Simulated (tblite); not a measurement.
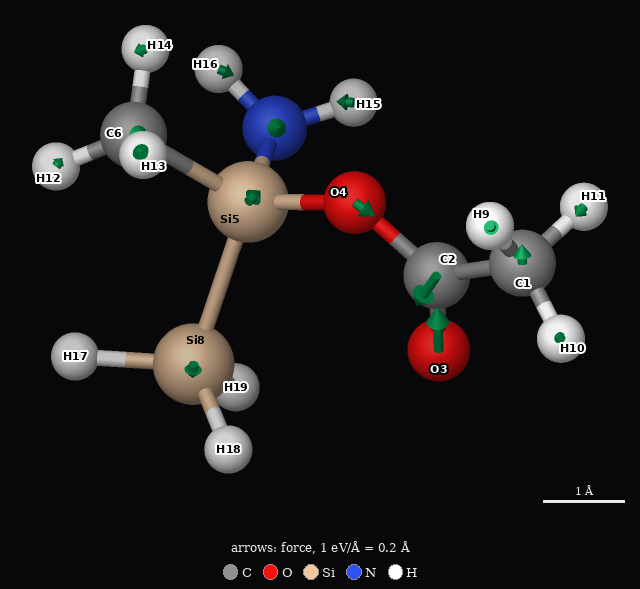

Starting geometry of C3H11NO2Si2 with the computed forces as green arrows. A ball-and-stick model, seen at a tilt.

Theory: tblite, GFN2-xTB geometry optimisation, gas phase. 

### Is this structure relaxed? If not, where do the atoms go?

It isn't relaxed: the largest force vector, on an O atom, is 3.50 eV/Å. The final displacements have little in common with the starting forces (cosine between the two patterns 0.21). The atom that moves furthest after the best rigid fit is an H atom (0.83 Å). By element the largest moves are H 0.83 Å, N 0.44 Å, O 0.29 Å, C 0.21 Å, Si 0.19 Å. Among the contacts that change: Si–Si 2.226 → 2.313 Å, C–O 1.370 → 1.310 Å, N–Si 1.792 → 1.736 Å, C–O 1.254 → 1.209 Å. Bond angles that change, for instance: C–Si–Si 107.8° → 119.6°, O–Si–N 113.1° → 101.6°, N–Si–Si 106.5° → 117.9°. Groups turn about C–Si by about 35°. The energy falls by 76.3 kJ/mol in 136 geometry steps. Cost: 1.9 s on 1 thread of Arm Neoverse N1 (shared host).
